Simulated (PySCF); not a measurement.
```yaml
atoms:
  - { symbol: F, position_ang: [-0.1732, -1.1249, -1.7188] }
  - { symbol: C, position_ang: [-0.7717, -0.8589, -0.4897] }
  - { symbol: C, position_ang: [-1.0198, 0.6421, -0.3849] }
  - { symbol: C, position_ang: [0.3244, 1.3407, -0.1801] }
  - { symbol: C, position_ang: [1.0231, 0.6945, 1.0152] }
  - { symbol: F, position_ang: [2.3833, 0.9252, 0.9866] }
  - { symbol: Si, position_ang: [0.5244, -1.1626, 0.8935] }
  - { symbol: H, position_ang: [-1.7080, -1.4373, -0.4356] }
  - { symbol: H, position_ang: [-1.5421, 1.0086, -1.2830] }
  - { symbol: H, position_ang: [-1.6890, 0.8282, 0.4748] }
  - { symbol: H, position_ang: [0.2209, 2.4305, -0.0609] }
  - { symbol: H, position_ang: [0.9523, 1.1658, -1.0690] }
  - { symbol: H, position_ang: [0.6289, 1.1257, 1.9548] }
  - { symbol: H, position_ang: [1.6372, -2.0553, 0.4693] }
  - { symbol: H, position_ang: [-0.1026, -1.6634, 2.1549] }
```

Geometry: PBE0-D3(BJ)/def2-SVP.

Computed with PySCF, PBE0/pcSseg-1, SCF density, gas phase, non-relativistic.

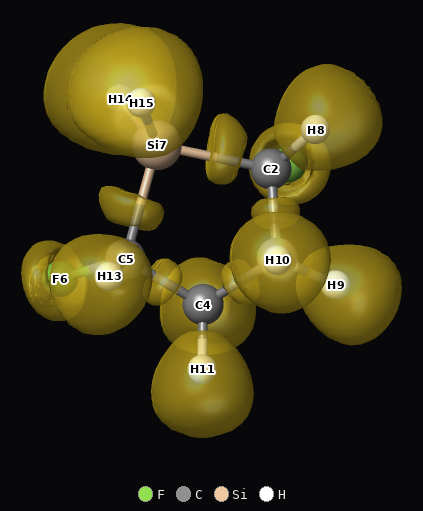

C4H8F2Si. Isosurface of the ELF at 0.85 (yellow), seen across its widest extent. Only the valence region is drawn (cores and ρ < 0.01 e/Å³ removed).

Identify the bonds, lone pairs and shells in this picture.

The ELF exceeds this value in three regions between bonded C–C atoms (shared pairs), two regions between bonded C–Si atoms (shared pairs), eight regions around hydrogen nuclei and two regions wrapped around F (its lone pairs, merged into a ring or cap). Along the contacts the grid gives the following. C–F (1.38 Å): the ELF peaks at about 0.85 between the atoms, as expected for a shared but strongly polarised pair. C–C (1.53 Å): the ELF peaks at about 0.95 between the atoms: localised, covalent bonding.
